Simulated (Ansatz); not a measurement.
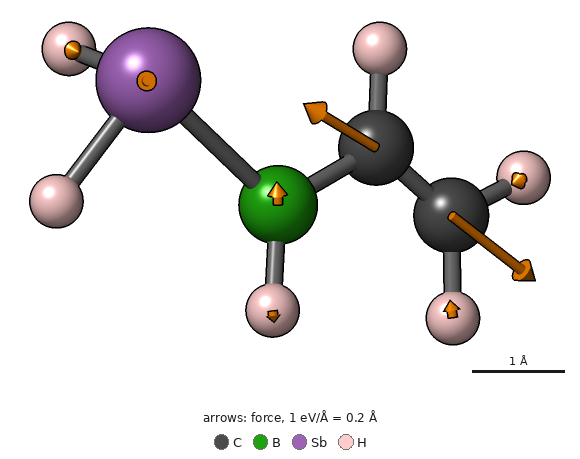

Starting geometry of C2H6BSb with the computed forces as orange arrows. A ball-and-stick model, seen at a tilt.

The run prepares an end point of a later path (torsion) calculation, from a guessed geometry.

The calculation used RKS PBE0/def2-SVP in Ansatz 0.2.0.

The input:
```yaml
crystal:
  periodic: [false, false, false]
  atoms:
    - { symbol: C, position_ang: [-1.2793, 1.5368, 0.2089] }
    - { symbol: C, position_ang: [-0.4922, 0.6196, 0.5915] }
    - { symbol: B, position_ang: [0.4519, -0.0777, -0.4287] }
    - { symbol: Sb, position_ang: [1.9385, -1.6724, 0.3002] }
    - { symbol: H, position_ang: [-1.3632, 1.9027, -0.8558] }
    - { symbol: H, position_ang: [-1.9911, 2.066, 0.9157] }
    - { symbol: H, position_ang: [-0.4483, 0.3188, 1.6375] }
    - { symbol: H, position_ang: [0.5324, 0.2441, -1.563] }
    - { symbol: H, position_ang: [2.2058, -2.1768, -1.3046] }
    - { symbol: H, position_ang: [0.5286, -2.8123, 0.5011] }
basis:
  gaussian: { orbitals: def2-SVP }
hamiltonian:
  xc: pbe0
relax:
  f_tol: 0.015
  max_steps: 40
```

Run as
```bash
ansatz run input.yaml --threads 2 --pin off --max-ram 3072MiB --backend cpu --events-out ev --progress --plain --runs-dir out
```

### Is this structure relaxed? If not, where do the atoms go?

It isn't relaxed: the largest force vector, on C1, is 6.95 eV/Å. The final displacements have little in common with the starting forces (cosine between the two patterns 0.11). Over 12 geometry steps the energy falls by 9.86 kcal/mol. The largest force component goes from 5 to 0.0048 eV/Å. The atom that moves furthest after the best rigid fit is H10 (0.52 Å). Largest moves by element: H 0.52 Å, Sb 0.21 Å, B 0.14 Å, C 0.09 Å. Some distances before and after: Sb4–H10 1.824 → 1.713 Å, C1–C2 1.268 → 1.348 Å, B3–Sb4 2.299 → 2.231 Å, C1–H5 1.129 → 1.096 Å. Bond angles that change, for instance: B3–Sb4–H10 88.2° → 95.7°, C2–B3–H8 123.3° → 118.9°, B3–Sb4–H9 90.5° → 94.8°. Groups turn about B3–Sb4 by about 30°. Cost: 41 s on 2 threads of Intel(R) Xeon(R) Platinum 8488C (Sapphire Rapids), with other jobs on the host, peak memory 0.23 GiB.
